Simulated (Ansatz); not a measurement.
# Geometry relaxation of ZrNH₅O₃

System: ZrNH₅O₃.
Method: RKS B3LYP-D4/def2-SVP (Ansatz 0.2.0).

It belongs to a series of runs on one base structure; here: start relaxed.

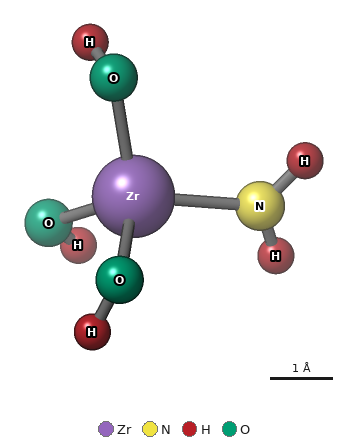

**Figure 1.** The structure as given in the input (ball-and-stick view, seen at a tilt). Sticks mark near contacts.

## Results in brief

```tsv
quantity	value
outcome	converged
total energy	−8994.1685 eV
mean-field energy	−8993.8620 eV
largest force (length of the vector) at the end	0.008 eV/Å
hardware	4 threads of Arm Neoverse V2, 24 GiB of memory available, shared host
wall time	17 s (CPU time 62 s)
peak memory	0.26 GiB
```

## Input file
```yaml
crystal:
  periodic: [false, false, false]
  atoms:
    - { symbol: Zr, position_ang: [0.0, 0.0, 0.0] }
    - { symbol: "N", position_ang: [0.0, 0.0, 2.21] }
    - { symbol: H, position_ang: [-0.877, -0.2713, 2.74] }
    - { symbol: H, position_ang: [0.877, 0.2713, 2.74] }
    - { symbol: O, position_ang: [1.952, 0.0, -0.6893] }
    - { symbol: H, position_ang: [2.2684, -0.9521, -0.806] }
    - { symbol: O, position_ang: [-0.975, 1.6891, -0.6893] }
    - { symbol: H, position_ang: [-1.9328, 1.4584, -0.9117] }
    - { symbol: O, position_ang: [-0.975, -1.6891, -0.6893] }
    - { symbol: H, position_ang: [-1.4296, -2.1548, 0.0831] }
basis:
  gaussian: { orbitals: def2-SVP }
hamiltonian:
  xc: b3lyp
  dispersion: d4
relax:
  f_tol: 0.02
  max_steps: 40
```

Run as:
```bash
ansatz run input.yaml --threads 4 --pin off --max-ram 5120MiB --backend cpu --events-out ev --progress --plain --runs-dir out
```

## The program's output
```
The last accepted step is kept in [file] (removed where the run ends without a failure and the disk answers)
Engine: ansatz 0.2.0, aarch64-unknown-linux-gnu
Functional definition: B3LYP
  parameter a0 = 0.2
  parameter ax = 0.72
  parameter ac = 0.81
  exchange = (1 - a0 - ax)*slater_x + ax*b88_x + a0*exact_x
  correlation = (1 - ac)*vwn_rpa_c + ac*lyp_c
1204 factors; integrals over basis functions are off by at most 3.1e-4 eV
mean field evaluation 1: about -8969.5273 eV, gradient 1.1e2 eV
mean field evaluation 2: about -8756.5049 eV, gradient 3.2e2 eV
mean field evaluation 4: about -8992.0764 eV, gradient 1.4e1 eV
mean field evaluation 8: about -8992.5755 eV, gradient 3.0e-1 eV
mean field evaluation 16: about -8992.5757 eV, gradient 3.9e-5 eV
mean field -8992.57566592 eV, -330.4710603357 hartree, gradient 3.9e-5 eV, S^2 0.000000; 0 other end points of the search recorded, 0 dependent functions left out
the calculation of the forces begins
reference -8992.57602430 eV, -330.4710735059 hartree; 24, 24 occupied and 88, 88 virtual orbitals, 1204 factors
relax step   1: F+E_penalty+E_count = -8992.85568224 eV  Δ(F+E_penalty+E_count) = +0.000e0 eV  max|allowed force component| = 2.420e0 eV/Å  Δτ_max = 0.0000 Å  (28 SCF iters, accepted)
these checks for a lower state are left out or cut short: starts, cluster_reference, orbital_swaps, neighbouring_geometries, increment
1204 factors; integrals over basis functions are off by at most 4.4e-4 eV
mean field -8993.30179493 eV, -330.4977450848 hartree, gradient 1.8e-5 eV, S^2 0.000000; 0 other end points of the search recorded, 0 dependent functions left out
the calculation of the forces begins
reference -8993.30214891 eV, -330.4977580931 hartree; 24, 24 occupied and 88, 88 virtual orbitals, 1204 factors
relax step   2: F+E_penalty+E_count = -8993.61346088 eV  Δ(F+E_penalty+E_count) = -7.578e-1 eV  max|allowed force component| = 2.656e0 eV/Å  Δτ_max = 0.1947 Å  (35 SCF iters, accepted)
these checks for a lower state are left out or cut short: starts, cluster_reference, orbital_swaps, neighbouring_geometries, increment
1204 factors; integrals over basis functions are off by at most 4.4e-4 eV
mean field evaluation 32: about -8993.5424 eV, gradient 1.7e-5 eV
mean field -8993.54238950 eV, -330.5065867723 hartree, gradient 1.7e-5 eV, S^2 0.000000; 0 other end points of the search recorded, 0 dependent functions left out
the calculation of the forces begins
reference -8993.54274621 eV, -330.5065998810 hartree; 24, 24 occupied and 88, 88 virtual orbitals, 1204 factors
relax step   3: F+E_penalty+E_count = -8993.84658904 eV  Δ(F+E_penalty+E_count) = -2.331e-1 eV  max|allowed force component| = 1.358e0 eV/Å  Δτ_max = 0.1928 Å  (30 SCF iters, accepted)
these checks for a lower state are left out or cut short: starts, cluster_reference, orbital_swaps, neighbouring_geometries, increment
1204 factors; integrals over basis functions are off by at most 4.5e-4 eV
mean field -8993.69974799 eV, -330.5123695900 hartree, gradient 2.5e-5 eV, S^2 0.000000; 0 other end points of the search recorded, 0 dependent functions left out
the calculation of the forces begins
reference -8993.70010397 eV, -330.5123826722 hartree; 24, 24 occupied and 88, 88 virtual orbitals, 1204 factors
relax step   4: F+E_penalty+E_count = -8994.00562070 eV  Δ(F+E_penalty+E_count) = -1.590e-1 eV  max|allowed force component| = 4.783e-1 eV/Å  Δτ_max = 0.2000 Å  (30 SCF iters, accepted)
these checks for a lower state are left out or cut short: starts, cluster_reference, orbital_swaps, neighbouring_geometries, increment
1204 factors; integrals over basis functions are off by at most 4.7e-4 eV
mean field -8993.76859294 eV, -330.5148995953 hartree, gradient 2.1e-5 eV, S^2 0.000000; 0 other end points of the search recorded, 0 dependent functions left out
the calculation of the forces begins
reference -8993.76895024 eV, -330.5149127258 hartree; 24, 24 occupied and 88, 88 virtual orbitals, 1204 factors
relax step   5: F+E_penalty+E_count = -8994.07308910 eV  Δ(F+E_penalty+E_count) = -6.747e-2 eV  max|allowed force component| = 2.915e-1 eV/Å  Δτ_max = 0.2000 Å  (29 SCF iters, accepted)
these checks for a lower state are left out or cut short: starts, cluster_reference, orbital_swaps, neighbouring_geometries, increment
1204 factors; integrals over basis functions are off by at most 5.1e-4 eV
mean field -8993.82727896 eV, -330.5170562669 hartree, gradient 1.6e-5 eV, S^2 0.000000; 0 other end points of the search recorded, 0 dependent functions left out
the calculation of the forces begins
reference -8993.82763597 eV, -330.5170693865 hartree; 24, 24 occupied and 88, 88 virtual orbitals, 1204 factors
relax step   6: F+E_penalty+E_count = -8994.13281752 eV  Δ(F+E_penalty+E_count) = -5.973e-2 eV  max|allowed force component| = 2.372e-1 eV/Å  Δτ_max = 0.1993 Å  (30 SCF iters, accepted)
these checks for a lower state are left out or cut short: starts, cluster_reference, orbital_swaps, neighbouring_geometries, increment
1204 factors; integrals over basis functions are off by at most 4.9e-4 eV
mean field -8993.85424313 eV, -330.5180471815 hartree, gradient 2.5e-5 eV, S^2 0.000000; 0 other end points of the search recorded, 0 dependent functions left out
the calculation of the forces begins
reference -8993.85460002 eV, -330.5180602970 hartree; 24, 24 occupied and 88, 88 virtual orbitals, 1204 factors
relax step   7: F+E_penalty+E_count = -8994.16020056 eV  Δ(F+E_penalty+E_count) = -2.738e-2 eV  max|allowed force component| = 2.338e-1 eV/Å  Δτ_max = 0.2000 Å  (34 SCF iters, accepted)
these checks for a lower state are left out or cut short: starts, cluster_reference, orbital_swaps, neighbouring_geometries, increment
1204 factors; integrals over basis functions are off by at most 5.1e-4 eV
mean field evaluation 64: about -8993.8544 eV, gradient 3.6e-1 eV
mean field -8993.85547726 eV, -330.5180925351 hartree, gradient 1.1e-5 eV, S^2 0.000000; 0 other end points of the search recorded, 0 dependent functions left out
the calculation of the forces begins
reference -8993.85583469 eV, -330.5181056704 hartree; 24, 24 occupied and 88, 88 virtual orbitals, 1204 factors
relax step   8: F+E_penalty+E_count = -8994.16188440 eV  Δ(F+E_penalty+E_count) = -1.684e-3 eV  max|allowed force component| = 1.865e-1 eV/Å  Δτ_max = 0.1075 Å  (30 SCF iters, accepted)
these checks for a lower state are left out or cut short: starts, cluster_reference, orbital_swaps, neighbouring_geometries, increment
1204 factors; integrals over basis functions are off by at most 5.1e-4 eV
mean field -8993.86135059 eV, -330.5183083761 hartree, gradient 8.6e-6 eV, S^2 0.000000; 0 other end points of the search recorded, 0 dependent functions left out
the calculation of the forces begins
reference -8993.86170770 eV, -330.5183214997 hartree; 24, 24 occupied and 88, 88 virtual orbitals, 1204 factors
relax step   9: F+E_penalty+E_count = -8994.16786787 eV  Δ(F+E_penalty+E_count) = -5.983e-3 eV  max|allowed force component| = 2.299e-2 eV/Å  Δτ_max = 0.0487 Å  (30 SCF iters, accepted)
these checks for a lower state are left out or cut short: starts, cluster_reference, orbital_swaps, neighbouring_geometries, increment
1204 factors; integrals over basis functions are off by at most 5.0e-4 eV
mean field -8993.86165137 eV, -330.5183194296 hartree, gradient 2.5e-5 eV, S^2 0.000000; 0 other end points of the search recorded, 0 dependent functions left out
the calculation of the forces begins
reference -8993.86200842 eV, -330.5183325506 hartree; 24, 24 occupied and 88, 88 virtual orbitals, 1204 factors
relax step  10: F+E_penalty+E_count = -8994.16813844 eV  Δ(F+E_penalty+E_count) = -2.706e-4 eV  max|allowed force component| = 6.286e-3 eV/Å  Δτ_max = 0.0196 Å  (30 SCF iters, accepted)
1204 factors; integrals over basis functions are off by at most 5.0e-4 eV
mean field evaluation 96: about -8993.8617 eV, gradient 1.9e-3 eV
```

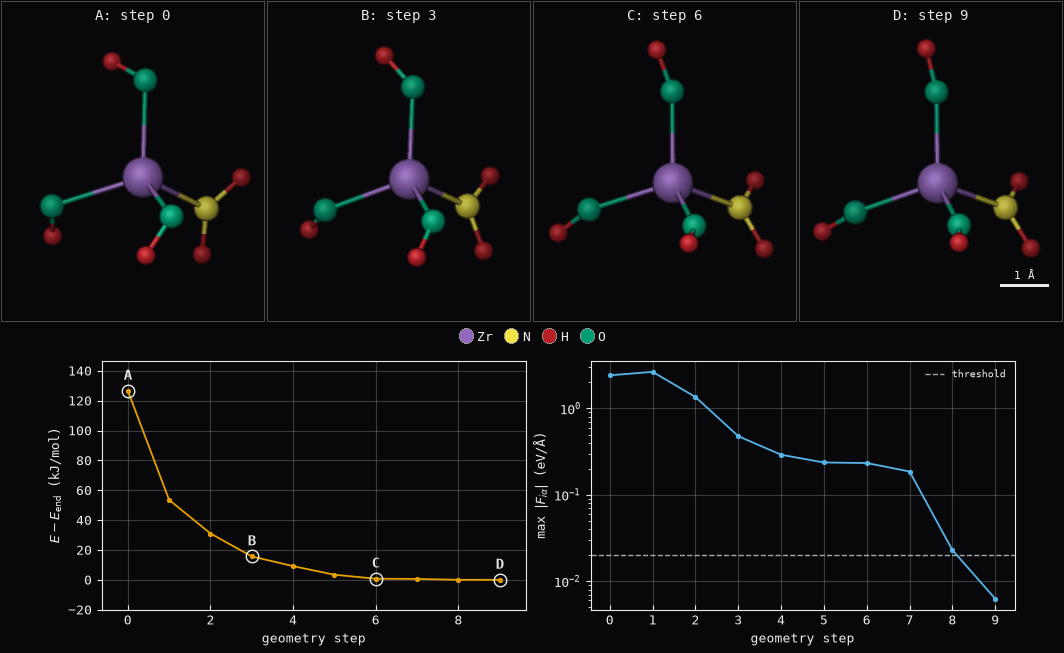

**Figure 2.** Frames of the relaxation (ball-and-stick view, seen at a tilt) above the curves, on which the letters mark them (the first geometry is step 0 here and step 1 in the log).

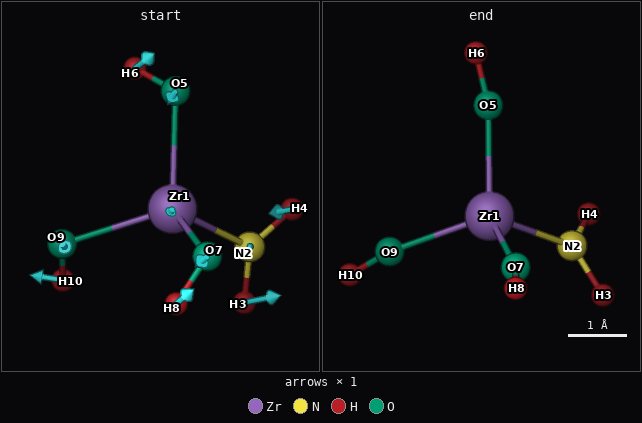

**Figure 3.** Before (left) and after (right) the relaxation, at one scale (ball-and-stick view, seen at a tilt). The teal arrows give the displacements, at true length. The energy falls by 126.6 kJ/mol in 9 geometry steps. Largest force component: 2.4 eV/Å at the start, 0.0063 eV/Å at the end. The largest move after the best rigid fit is that of H3, 0.82 Å. By element the largest moves are H 0.82 Å, O 0.43 Å, Zr 0.22 Å, N 0.09 Å. Among the contacts that change: Zr1–N2 2.210 → 2.052 Å, Zr1–O5 2.070 → 1.940 Å, O5–H6 1.010 → 0.958 Å, N2–H3 1.060 → 1.019 Å. Among the angles that change: Zr1–O7–H8 109.5° → 165.1°, Zr1–O9–H10 109.5° → 162.1°, H3–N2–H4 120.0° → 108.0°. (Atoms are counted from 1 in the order of the input.)

```
mean field -8993.86165137 eV, -330.5183194296 hartree, gradient 2.5e-5 eV, S^2 0.000000; 1 other end points of the search recorded, 0 dependent functions left out
the calculation of the forces begins
reference -8993.86200842 eV, -330.5183325506 hartree; 24, 24 occupied and 88, 88 virtual orbitals, 1204 factors
Total energy: -8994.16849548 eV, -330.5295957425 hartree
Atom 0 at    -0.103092    -0.158790     0.122501 Å, force     0.000819     0.004857    -0.005628 eV/Å
Atom 1 at     0.009465     0.078690     2.157256 Å, force     0.004359    -0.001034     0.003338 eV/Å
Atom 2 at    -0.684427     0.538117     2.745799 Å, force     0.001013     0.000042     0.002746 eV/Å
Atom 3 at     0.759983    -0.258816     2.758906 Å, force    -0.003314     0.003568     0.000318 eV/Å
Atom 4 at     1.722790    -0.247528    -0.526791 Å, force    -0.001189    -0.002123     0.001476 eV/Å
Atom 5 at     2.513790    -0.362311    -1.054980 Å, force    -0.000876     0.000548     0.000276 eV/Å
Atom 6 at    -1.160127     1.322889    -0.548388 Å, force    -0.000239    -0.000773     0.001533 eV/Å
Atom 7 at    -1.679799     1.919905    -1.088177 Å, force     0.000842     0.000155    -0.000092 eV/Å
Atom 8 at    -1.005884    -1.821522    -0.327159 Å, force    -0.002352    -0.006286    -0.004264 eV/Å
Atom 9 at    -1.464699    -2.659134    -0.251466 Å, force     0.000938     0.001046     0.000298 eV/Å
Dipole moment:    -0.031562    -0.057798    -0.061846 e Å
```

## Trajectory as extended XYZ (Å, eV, eV/Å), 10 frames, from step=1 to step=10
```
10
Properties=species:S:1:pos:R:3:forces:R:3 step=1 energy=-8992.85568
Zr    0.0000    0.0000    0.0000    0.5075   0.3364   0.2637
N     0.0000    0.0000    2.2100   -0.0068  -0.2265  -2.0049
H    -0.8770   -0.2713    2.7400    1.7655   0.6777  -0.2109
H     0.8770    0.2713    2.7400   -1.7830  -0.5795  -0.2582
O     1.9520    0.0000   -0.6893   -1.5942  -1.7827   0.6730
H     2.2684   -0.9521   -0.8060   -0.3190   1.6910   0.0882
O    -0.9750    1.6891   -0.6893   -0.9360  -2.3188   0.2799
H    -1.9328    1.4584   -0.9117    1.5987   0.6888   0.2714
O    -0.9750   -1.6891   -0.6893    0.0682   0.9924   2.4204
H    -1.4296   -2.1548    0.0831    0.6991   0.5214  -1.5225
10
Properties=species:S:1:pos:R:3:forces:R:3 step=2 energy=-8993.61346
Zr    0.0163    0.0084    0.0790   -0.0890   0.0757  -1.9186
N     0.0222   -0.1035    2.0466   -0.6330   0.1763   2.6556
H    -0.8493   -0.1558    2.6344    1.2044   0.1826  -0.4761
H     0.8199    0.2202    2.6178   -0.5451  -0.3415  -0.0199
O     1.8538   -0.0099   -0.5655    1.0554  -1.3646  -0.4059
H     2.2378   -0.8932   -0.8213   -0.2806   1.3036   0.2540
O    -0.9527    1.5677   -0.6141   -1.5713   0.0532  -0.4301
H    -1.8915    1.4609   -0.9166    1.1538   0.3934   0.3057
O    -0.9524   -1.5664   -0.5631   -0.9076  -1.1815   1.2106
H    -1.3961   -2.1769    0.0903    0.6130   0.7029  -1.1753
10
Properties=species:S:1:pos:R:3:forces:R:3 step=3 energy=-8993.84659
Zr   -0.0093   -0.0066    0.0449   -0.0867   0.2238  -0.3665
N    -0.0069   -0.0681    2.0786    0.2372   0.2310   1.3584
H    -0.8510    0.0267    2.6885    0.9682  -0.0110  -0.4686
H     0.8629    0.0373    2.6610   -1.1694  -0.1936  -0.5452
O     1.8701   -0.0122   -0.5432    0.2286  -0.9315  -0.2602
H     2.2930   -0.8393   -0.8676   -0.1481   0.8110   0.2238
O    -0.9922    1.5771   -0.6181   -0.7353  -0.3286  -0.2410
H    -1.9036    1.5290   -0.9751    0.6637   0.2325   0.2317
O    -1.0036   -1.6016   -0.5484   -0.2774  -0.6566   0.8911
H    -1.3515   -2.2909    0.0669    0.3192   0.6232  -0.8235
10
Properties=species:S:1:pos:R:3:forces:R:3 step=4 energy=-8994.00562
Zr   -0.0370    0.0019    0.0232    0.0902  -0.2476   0.2567
N     0.0115   -0.0320    2.0744   -0.1366   0.0948  -0.4783
H    -0.7910    0.2138    2.6512    0.1290   0.0226   0.2260
H     0.8550   -0.1201    2.6345   -0.0568  -0.0120   0.2054
O     1.8544   -0.0792   -0.5019   -0.0841  -0.1442  -0.1185
H     2.4040   -0.8088   -0.8143    0.0540   0.1624  -0.0122
O    -1.0742    1.5401   -0.6203   -0.1472  -0.0381  -0.0682
H    -1.9774    1.6340   -0.9455    0.1003   0.1248  -0.0108
O    -1.0038   -1.6230   -0.5072    0.1086   0.1502   0.0711
H    -1.3333   -2.3752   -0.0067   -0.0573  -0.1130  -0.0711
10
Properties=species:S:1:pos:R:3:forces:R:3 step=5 energy=-8994.07309
Zr   -0.0489   -0.0414    0.0759    0.1277   0.0790  -0.2161
N    -0.0151   -0.0175    2.1221    0.0041   0.0888  -0.1825
H    -0.7966    0.2831    2.7039    0.1211  -0.0010   0.1353
H     0.8059   -0.1947    2.6984   -0.0915   0.0209   0.1286
O     1.8153   -0.0796   -0.5504   -0.1194  -0.2915   0.0085
H     2.4496   -0.6820   -0.9620   -0.1228   0.2316   0.0843
O    -1.0494    1.5014   -0.6190   -0.2325  -0.1780  -0.0120
H    -1.8890    1.7319   -1.0383    0.2639   0.0076   0.1036
O    -1.0010   -1.6764   -0.4219    0.0561   0.0147   0.0375
H    -1.3628   -2.4733   -0.0212   -0.0067   0.0278  -0.0872
10
Properties=species:S:1:pos:R:3:forces:R:3 step=6 energy=-8994.13282
Zr   -0.0633   -0.0900    0.0897   -0.1072   0.0889   0.0067
N    -0.0075    0.0364    2.1342    0.0268   0.0718   0.0683
H    -0.7203    0.4659    2.7261    0.0631  -0.0415  -0.0291
H     0.7686   -0.2537    2.7308   -0.0643   0.0209  -0.0276
O     1.7858   -0.1443   -0.5264    0.1521  -0.2372  -0.1234
H     2.5033   -0.5873   -0.9951   -0.1685   0.1839   0.1045
O    -1.1031    1.4226   -0.5768   -0.1559  -0.0479  -0.0387
H    -1.8597    1.8053   -1.0343    0.2056  -0.0479   0.0768
O    -0.9866   -1.7358   -0.3979   -0.0003  -0.1103   0.0204
H    -1.4093   -2.5675   -0.1626    0.0483   0.1194  -0.0578
10
Properties=species:S:1:pos:R:3:forces:R:3 step=7 energy=-8994.16020
Zr   -0.0918   -0.1396    0.1390    0.2338  -0.0708  -0.0433
N     0.0101    0.0732    2.1752   -0.0272   0.0029  -0.0056
H    -0.6963    0.5034    2.7698   -0.0257   0.0197   0.0153
H     0.7829   -0.2223    2.7698    0.0188  -0.0249   0.0052
O     1.7502   -0.2390   -0.4871   -0.2265   0.0707   0.0737
H     2.4746   -0.4124   -1.0877    0.0945  -0.0146  -0.0528
O    -1.1620    1.3405   -0.5250    0.0207  -0.0580  -0.0065
H    -1.7082    1.8472   -1.1268   -0.0293   0.0564  -0.0185
O    -0.9565   -1.8075   -0.3720   -0.0397   0.1015   0.0326
H    -1.4950   -2.5920   -0.2677   -0.0194  -0.0830   0.0000
10
Properties=species:S:1:pos:R:3:forces:R:3 step=8 energy=-8994.16188
Zr   -0.0889   -0.1699    0.1215   -0.1865   0.1020  -0.1450
N     0.0078    0.0677    2.1562    0.0182   0.0486   0.0369
H    -0.6826    0.5556    2.7270    0.0061  -0.0185  -0.0156
H     0.7413   -0.2712    2.7763    0.0295  -0.0132   0.0178
O     1.7232   -0.2322   -0.5690    0.0135  -0.0610   0.0687
H     2.5466   -0.3446   -1.0454   -0.0173   0.0060  -0.0136
O    -1.1532    1.3043   -0.5546    0.0609  -0.0270   0.0838
H    -1.6787    1.9177   -1.0689   -0.0035   0.0002  -0.0220
O    -1.0367   -1.8120   -0.3097    0.0857  -0.0538  -0.0152
H    -1.4708   -2.6637   -0.2457   -0.0067   0.0167   0.0042
10
Properties=species:S:1:pos:R:3:forces:R:3 step=9 energy=-8994.16787
Zr   -0.1029   -0.1592    0.1189   -0.0088  -0.0071   0.0230
N     0.0085    0.0790    2.1538   -0.0089   0.0055  -0.0169
H    -0.6750    0.5547    2.7416    0.0007  -0.0066  -0.0021
H     0.7559   -0.2663    2.7541    0.0101  -0.0046   0.0154
O     1.7249   -0.2520   -0.5246    0.0004   0.0119  -0.0100
H     2.5208   -0.3639   -1.0460   -0.0023  -0.0006   0.0005
O    -1.1701    1.3205   -0.5403    0.0129   0.0035  -0.0133
H    -1.6864    1.9185   -1.0824   -0.0007   0.0008   0.0009
O    -0.9999   -1.8241   -0.3366   -0.0033   0.0035   0.0033
H    -1.4678   -2.6557   -0.2509   -0.0001  -0.0064  -0.0008
10
Properties=species:S:1:pos:R:3:forces:R:3 step=10 energy=-8994.16814
Zr   -0.1031   -0.1588    0.1225    0.0008   0.0049  -0.0056
N     0.0095    0.0787    2.1573    0.0044  -0.0010   0.0033
H    -0.6844    0.5381    2.7458    0.0010   0.0000   0.0027
H     0.7600   -0.2588    2.7589   -0.0033   0.0036   0.0003
O     1.7228   -0.2475   -0.5268   -0.0012  -0.0021   0.0015
H     2.5138   -0.3623   -1.0550   -0.0009   0.0005   0.0003
O    -1.1601    1.3229   -0.5484   -0.0002  -0.0008   0.0015
H    -1.6798    1.9199   -1.0882    0.0008   0.0002  -0.0001
O    -1.0059   -1.8215   -0.3272   -0.0024  -0.0063  -0.0043
H    -1.4647   -2.6591   -0.2515    0.0009   0.0010   0.0003
```
